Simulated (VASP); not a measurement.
Shape and ions are relaxed at each volume.

Energy against volume of MnF2 (rutile). These are r2SCAN meta-GGA, VASP's PBE PAW potentials (set 64) (plane waves; VASP) values and carry that method's errors.

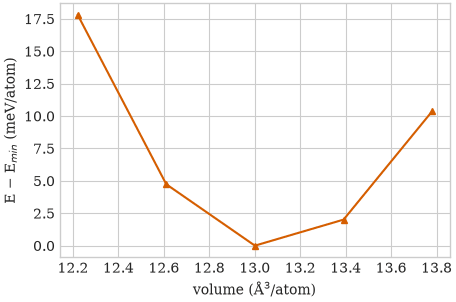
Fig. 1. Energy against volume

Estimate the equilibrium volume and the bulk modulus.

The minimum lies near 13.1 Å³/atom, and the curvature gives B0 of about 94 GPa.

The compound is MnF2 in the rutile structure. It was relaxed first.
